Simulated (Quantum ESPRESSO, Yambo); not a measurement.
# Quasiparticle gap of LiNbO3 (R3c) in Yambo, part 3 of 3

Wanted: ground state, empty states, screening and self-energy for LiNbO3 (R3c).

Quantum ESPRESSO 7.5 and Yambo 5.3.0; PBE and many-body steps on it, plane waves. Known limits of the many-body steps: not at the basis limit; no spin-orbit coupling.

So far. Step 3 (Bands along the symmetry lines): The gap is 3.581 eV, −0.025 eV from the run before at this level. Step 4 (Empty states on the mesh, 4×4×4 mesh, 190 bands): On this mesh the gap is 3.616 eV.

## (6) Screening and self-energy, 4×4×4 mesh, 190 bands, screening to 122.5 eV

Now the one-shot GW correction: screening in the RPA, then the self-energy of the levels asked for.

This step: G0W0 on PBE, plane waves, norm-conserving pseudopotentials.

Input file gw1.in:

```
HF_and_locXC
gw0
dyson
ppa
em1d
rim_cut
RandQpts= 1000000
RandGvec= 1 RL
EXXRLvcs= 74 Ry
VXCRLvcs= 296 Ry
Chimod= "HARTREE"
% BndsRnXp
 1 | 190 |
%
NGsBlkXp= 9 Ry
% LongDrXp
 1 | 1 | 1 |
%
% GbndRnge
 1 | 190 |
%
DysSolver= "n"
ExtendOut
PPAPntXp= 27.21138 eV
% QPkrange
 1 | 1 | 33 | 36 |
 14 | 14 | 33 | 36 |
%
```

Launch:

```sh
$ OMP_NUM_THREADS=2 mpirun -n 2 yambo -F gw1.in -J gw1 -C gw1 > gw1.log
```

Output:

```text
 Yambo, version 5.3.0

 [02] CORE Variables Setup
 =========================

  [... cell, symmetries and grids as in the set-up ...]

  [02.05] Energies & Occupations
  ==============================

  [X] === General ===
  [X] Electronic Temperature                        :  0.000000  0.000000 [eV K]
  [X] Bosonic    Temperature                        :  0.000000  0.000000 [eV K]
  [X] Finite Temperature mode                       : no
  [X] El. density                                   :  0.63999E+24 [cm-3]
  [X] Fermi Level                                   :  7.286108 [eV]

  [X] === Gaps and Widths ===
  [X] Conduction Band Min                           :  3.615966 [eV]
  [X] Valence Band Max                              :  0.000000 [eV]
  [X] Filled Bands                                  :   34
  [X] Empty Bands                                   :   35  190
  [X] Direct Gap                                    :  3.618315 [eV]
  [X] Direct Gap localized at k                     :  1
  [X] Indirect Gap                                  :  3.615966 [eV]
  [X] Indirect Gap between kpts                     :   1  14
  [X] Last valence band width                       :  0.310138 [eV]
  [X] 1st conduction band width                     :  1.054800 [eV]

 [03] Transferred momenta grid and indexing
 ==========================================

 IBZ Q-points                                      :  14
 BZ  Q-points                                      :   64

 K/Q-points units:
 rlu = crystal or reduced units; cc = cartesian coordinates; iku = interal k-units

 Q [ 1]         [rlu]:  0.000000  0.000000  0.000000
 Q [ 2]         [rlu]:  0.43550E-16  0.30242E-16  0.25000
 Q [ 3]         [rlu]: -0.87101E-16 -0.60485E-16 -0.50000
 Q [ 4]         [rlu]:  0.48509E-16  0.25000      0.25000
 Q [ 5]         [rlu]: -0.47241E-16  0.25000      0.50000
 Q [ 6]         [rlu]: -0.23169E-16  0.25000     -0.25000
 Q [ 7]         [rlu]: -0.41507E-16 -0.50000     -0.50000
 Q [ 8]         [rlu]:  0.250000  0.250000  0.250000
 Q [ 9]         [rlu]:  0.250000  0.250000  0.500000
 Q [10]         [rlu]:  0.250000  0.250000 -0.250000
 Q [11]         [rlu]:  0.250000  0.500000  0.500000
 Q [12]         [rlu]:  0.250000  0.500000  0.750000
 Q [13]         [rlu]: -0.500000 -0.500000 -0.500000
 Q [14]         [rlu]: -0.25000      0.48574E-16 -0.50000

 [04] Coloumb potential Random Integration (RIM)
 ===============================================

  [04.01] RIM initialization
  ==========================

  * Diagonal components only detected *

  8 x (sBL volume)        :  0.043243 [a.u.]
  sBZ random points       :  1000000
  Points outside the sBZ  :   7995775
  RL volume               :  0.345943 [a.u.]
  Integrated volume       :  0.346126 [a.u.]

  [04.02] RIM integrals
  =====================

  Gamma point sphere radius             :  0.063668 [a.u.]
  Points outside the sphere             :   799718
  [Int_sBZ(q=0) 1/q^2]*(Vol_sBZ)^(-1/3) =:  7.759860
                                 should be <:  7.795600

  Summary of Coulomb integrals for non-metallic bands |Q|[au] RIM/Bare

  Q [1] 0.100000E-4 0.995415 * Q [8] 0.179803 1.042492
  Q [2] 0.195718 1.072511 * Q [4] 0.221544 1.066005
  Q [9] 0.303624 1.024653 * Q [6] 0.322707 1.028309
  Q [11] 0.352869 1.017808 * Q [13] 0.359606 1.012382
  Q [14] 0.369417 1.019755 * Q [5] 0.369417 1.020688
  Q [10] 0.377420 1.020593 * Q [3] 0.391436 1.017914
  Q [7] 0.443089 1.013664 * Q [12] 0.483173 1.010459

 [05] Dipoles
 ============

  [05.01] Setup: observables and procedures
  =========================================

  [WARNING] [x,Vnl] slows the Dipoles computation. To neglect it rename the ns.kb_pp file

 [06] Dynamic Dielectric Matrix (PPA)
 ====================================

 [WR./gw1//ndb.pp]---------------------------------------------------------------
  Brillouin Zone Q/K grids (IBZ/BZ)                :   14   64   14   64
  RL vectors                                       :   9367 [WF]
  Coulomb cutoff potential                         : none
  Electronic Temperature                           :  0.000000 [K]
  Bosonic    Temperature                           :  0.000000 [K]
  PPA    diel. fun.  energies                      : Perdew, Burke & Ernzerhof(X)+Perdew, Burke & Ernzerhof(C)
  wavefunctions                                    : Perdew, Burke & Ernzerhof(X)+Perdew, Burke & Ernzerhof(C)
  Global Gauge                                     : length
  X matrix size                                    :   333
  X band range                                     :    1  190
  X e/h energy range                               : -1.000000 -1.000000 [eV]
  X Time ordering                                  : R
  X Hxc Kernel                                     : HARTREE
  X Drude frequency                                :  0.000000  0.000000
  X poles                                          :  100.0000 [o/o]
  RL vectors in the sum                            :   9367
  [r,Vnl] included                                 : yes
  Field direction                                  :  0.577350E-5  0.577350E-5  0.577350E-5
  BZ energy Double Grid                            : no
  BZ energy DbGd points                            : 0
  BZ Q point size factor                           : -1.000000
  X Optical Averaged directions                    : none

 [07] Local Exchange-Correlation + Non-Local Fock
 ================================================

 [VXC] Plane waves :   61661
 [EXS] Plane waves :   7763

 QP @ state[ 1 ] K range:  1  1
 QP @ state[ 1 ] b range:   33   36
 QP @ state[ 2 ] K range:  14  14
 QP @ state[ 2 ] b range:   33   36

 [xc] Functional : Perdew, Burke & Ernzerhof(X)+Perdew, Burke & Ernzerhof(C)
 [xc] LIBXC used to calculate xc functional
  PP Number of Atomic Species                      :  3
  NLCC RL compoments                               :   61661
  PP Number of Atomic Species                      :  3
  NLCC RL compoments                               :   61661

 [xc] E_xc :  -38.34308 [Ha]
      E_xc :  -76.68617 [Ry]

  Local XC kind (lXC) : Perdew, Burke & Ernzerhof(X)+Perdew, Burke & Ernzerhof(C)
  Non-Local XC kind (nlXC) : Hartree-Fock

  Corrections @ K [1] :  [eV]
 <33|nlXC|33> = -24.84457  0.76931E-17 <33|lXC|33> = -19.86535  0.75527E-15
 <34|nlXC|34> = -24.84457 -0.96617E-18 <34|lXC|34> = -19.86535  0.000000
 <35|nlXC|35> = -11.40684  0.30626E-18 <35|lXC|35> = -17.11427  0.000000
 <36|nlXC|36> = -11.40684  0.12398E-17 <36|lXC|36> = -17.11427  0.000000

  Corrections @ K [14] :  [eV]
 <33|nlXC|33> = -24.64890  0.89587E-18 <33|lXC|33> = -19.69232 -0.18882E-15
 <34|nlXC|34> = -24.80493 -0.98220E-18 <34|lXC|34> = -19.75557 -0.47204E-16
 <35|nlXC|35> = -11.30965 -0.56612E-18 <35|lXC|35> = -17.05606  0.23602E-16
 <36|nlXC|36> = -11.71656  0.18085E-18 <36|lXC|36> = -17.47250  0.000000

  [07.01] Hartree-Fock occupations report
  =======================================

  [Hartree-Fock] === General ===
  [Hartree-Fock] Electronic Temperature             :  0.000000  0.000000 [eV K]
  [Hartree-Fock] Bosonic    Temperature             :  0.000000  0.000000 [eV K]
  [Hartree-Fock] Finite Temperature mode            : no
  [Hartree-Fock] El. density                        :  0.63999E+24 [cm-3]
  [Hartree-Fock] Fermi Level                        :  7.286108 [eV]

  [Hartree-Fock] === Gaps and Widths ===
  [Hartree-Fock] Conduction Band Min                :  3.615966 [eV]
  [Hartree-Fock] Valence Band Max                   : -0.022413 [eV]
  [Hartree-Fock] Filled Bands                       :   34
  [Hartree-Fock] Empty Bands                        :   35  190
  [Hartree-Fock] Direct Gap                         :  3.726592 [eV]
  [Hartree-Fock] Direct Gap localized at k          :   5
  [Hartree-Fock] Indirect Gap                       :  3.638378 [eV]
  [Hartree-Fock] Indirect Gap between kpts          :   8   5
  [Hartree-Fock] Last valence band width            :  5.137575 [eV]
  [Hartree-Fock] 1st conduction band width          :  5.746411 [eV]

 [08] Dyson equation: Newton solver
 ==================================

  [08.01] G0W0 (W PPA)
  ====================

  [  GW  ] Bands range     :    1  190
  [GW/PPA] G damping       :  0.100000 [eV]

  QP @ state[ 1 ] K range:  1  1
  QP @ state[ 1 ] b range:   33   36
  QP @ state[ 2 ] K range:  14  14
  QP @ state[ 2 ] b range:   33   36

   Sc/G bands                                       :    1  190
   Sc/G damping                                     :  0.100000 ev
   Sc bands terminator                              : no
   Sx RL components                                 :   7763

   QP @ state[ 1 ] K range                          :  1  1
   QP @ state[ 1 ] b range                          :   33   36
   QP @ state[ 2 ] K range                          :  14  14
   QP @ state[ 2 ] b range                          :   33   36
   GF energies kind                                 : Perdew, Burke & Ernzerhof(X)+Perdew, Burke & Ernzerhof(C)
   GF WF`s kind                                     : Perdew, Burke & Ernzerhof(X)+Perdew, Burke & Ernzerhof(C)
   Xs energies kind                                 : Perdew, Burke & Ernzerhof(X)+Perdew, Burke & Ernzerhof(C)
   Xs WF`s kind                                     : Perdew, Burke & Ernzerhof(X)+Perdew, Burke & Ernzerhof(C)

 [11] Game Over & Game summary
```

The job ended after 10 min (2 MPI ranks of AMD EPYC 9R45, shared host; peak memory 2.5 GiB).

Numbers from this step:

```yaml
g0w0_gap_on_the_points_computed: 5.108 eV
starting_gap_on_the_mesh: 3.616 eV
k_of_the_valence_top: 0, 0, 0
k_of_the_conduction_bottom: -0.25, 0, 0.5
least_direct_g0w0_gap_on_the_computed_points: 5.125 eV
z_at_the_valence_top: 0.7739
z_at_the_conduction_bottom: 0.8118
```

The gap on the mesh goes from 3.62 eV to 5.11 eV, a correction of +1.49 eV.

Limits: finite bands, cutoff and mesh; no spin-orbit coupling. v1 is the top filled band, c1 the lowest empty one. The levels before and after the correction (eV, zero at the valence-band top of each column):

```tsv
	conduction bottom	valence top
Kohn-Sham	3.62	0.00
G0W0	5.11	0.00
```

```tsv
	level	energy (eV)
Kohn-Sham	Γ v2-v1	0.000
Kohn-Sham	Γ c1-c2	3.618
Kohn-Sham	(-0.25 0 0.5) v2	-0.303
Kohn-Sham	(-0.25 0 0.5) v1	-0.111
Kohn-Sham	(-0.25 0 0.5) c1	3.616
Kohn-Sham	(-0.25 0 0.5) c2	4.093
G0W0	Γ v2-v1	0.000
G0W0	Γ c1-c2	5.125
G0W0	(-0.25 0 0.5) v2	-0.349
G0W0	(-0.25 0 0.5) v1	-0.143
G0W0	(-0.25 0 0.5) c1	5.108
G0W0	(-0.25 0 0.5) c2	5.644
```

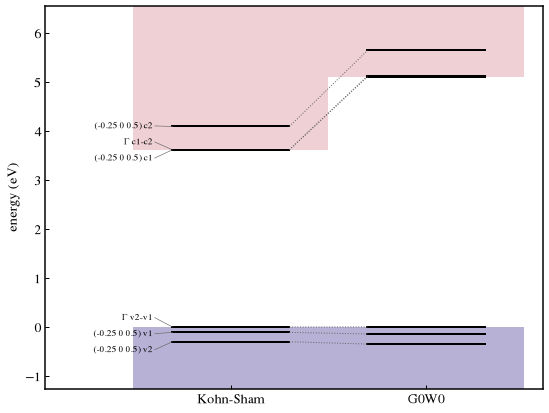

Levels before and after the correction. Shaded: valence and conduction bands.

## (7) Where the time went

Times are wall times on the hardware named with each run, good to a factor of about two.

```tsv
step	time	share	memory (GiB)
ground state	33 s	5 %	0.71
bands along the symmetry lines	11 s	2 %	0.45
empty states on the mesh	23 s	3 %	0.83
conversion and set-up	3 s	0 %	0.26
screening and self-energy	10 min	90 %	2.5
```

## (8) Outcome

```yaml
pbe_gap: 3.58 eV, indirect (only 37 meV under the direct gap)
g0w0_gap_on_the_mesh: 5.11 eV
g0w0_gap_over_the_zone_rigid_shift: 5.07 eV
gw_settings: 4×4×4 mesh, 190 bands, screening to 122.5 eV, Godby-Needs plasmon pole
known_limits: not at the basis limit; no spin-orbit coupling
```

**Reading.** G0W0 moves the gap on the mesh from 3.62 eV to 5.11 eV (+1.49 eV), with Z of 0.77 and 0.81 at the edges. The mesh misses the band edges by 0.03 eV in all; a rigid shift gives 5.07 eV for the zone. Only 2 of the mesh's irreducible points were corrected, so a valley elsewhere could overtake. The dearest step here is «screening and self-energy». Bands and cutoff are finite, so the gap is not at the basis limit. The miss can reach some tenths of an eV and take either sign; the mesh is an error of its own. In the G0W0 run levels were corrected at 2 k points alone, so a gap called «on the mesh» is the least over those, and an edge elsewhere would be missed. The many-body steps are scalar-relativistic: spin-orbit coupling is not in them.

[Paths, hosts, dates, memory and timing lines, banners, echoed tables and standing remarks are left out of the program output.]

[Logs are printed without paths, hosts, clocks, repeated set-up lines and the standing remarks that a program may print on its own settings, such as how far it seeks lower states.]

[Runs of the session that timed out or met a known fault of the program may be left out.]

[Hosts, paths, dates, database ids (printed as entryN), source tags and the programs' standing remarks are cut or masked in the printed files.]
